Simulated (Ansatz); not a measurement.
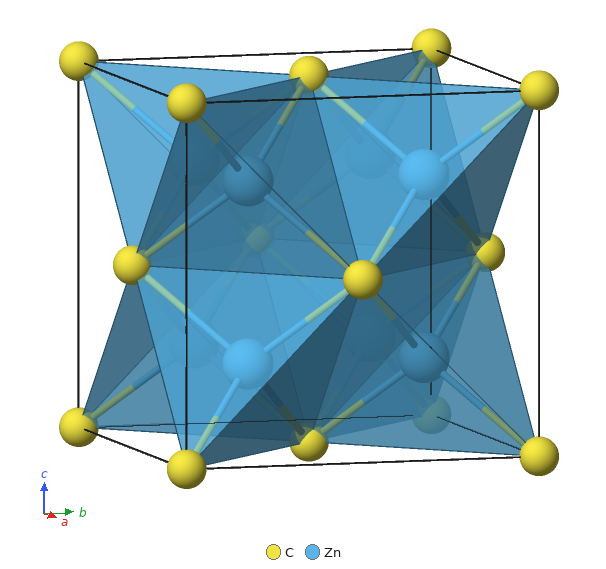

Shown here is a polyhedral view of the crystal, taken slightly off an axis. The conventional unit cell is drawn as a box.

Zn2C, antifluorite, space group Fm-3m (No. 225), a = 5.001 Å, b = 5.001 Å, c = 5.001 Å, α = 90.00°, β = 90.00°, γ = 90.00°. Source of the structure: a structure type filled with these elements by a generator (whether the compound takes this form wasn't checked). The cell was then strained or its atoms displaced on purpose. It was run through Ansatz as a DFT input.

This one geometry was computed with Ansatz (DFT, plane waves, PAW) at three levels of theory: r2SCAN, PBE and HSE06. It was relaxed with r2SCAN and then strained.

Which level gives the highest pressure at this volume, and what does that say about its equilibrium volume?

Answer. Highest: PBE (21.1 GPa), which points to the largest equilibrium volume. Lowest, with the smallest volume: r2SCAN (16.5 GPa). Levels within 0.5 GPa of each other can't be told apart.

How does the band gap change with the level of theory?

Answer. PBE: a gap of 0.25 eV, direct; r2SCAN: a gap of 0.46 eV, direct; HSE06: a gap of 1.20 eV, direct.

Collect the results in a table.

Answer.
| level | cutoff (eV) | k-mesh of the run's cell | gap (eV) | pressure (GPa) |
| --- | --- | --- | --- | --- |
| r2SCAN | 500 | 8×8×8 | 0.46 | 16.5 |
| PBE | 420 | 8×8×8 | 0.25 | 21.1 |
| HSE06 | 420 | 6×6×6 | 1.20 | 18.4 |

Gaps are taken on the k-mesh or band path of each run.
